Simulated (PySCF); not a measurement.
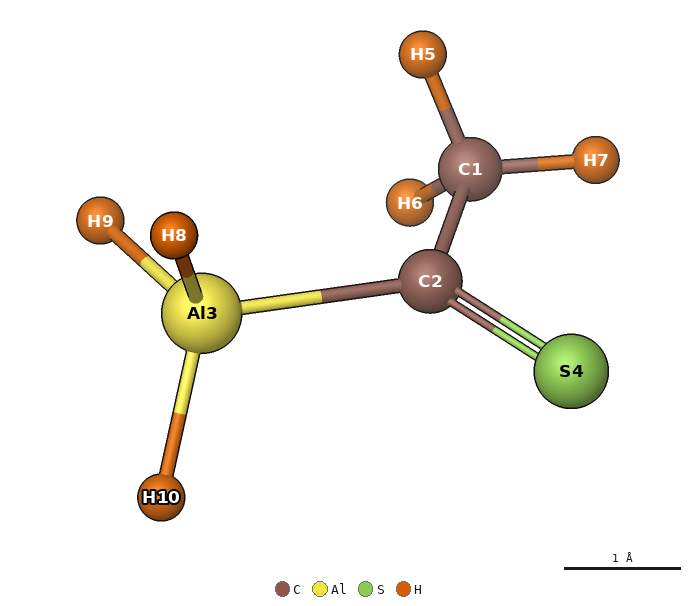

Orthographic view with a scale bar. Charge −1, singlet. The computed structure is the end point of a PBE0-D3(BJ)/def2-SVP optimisation. No frequency run is at hand to confirm it as a minimum.

Give an XYZ file in the frame of the picture: x to the right, y up, z towards the viewer, origin at the mean of the atomic positions.

```xyz
10
C2H6AlS
C    1.01   0.70  -0.87
C    0.66  -0.27   0.22
Al  -1.32  -0.54   0.71
S    1.88  -1.05   0.99
H    0.60   1.70  -0.62
H    0.49   0.42  -1.80
H    2.10   0.78  -1.06
H   -1.56   0.13   2.18
H   -2.20   0.26  -0.43
H   -1.67  -2.14   0.69
```
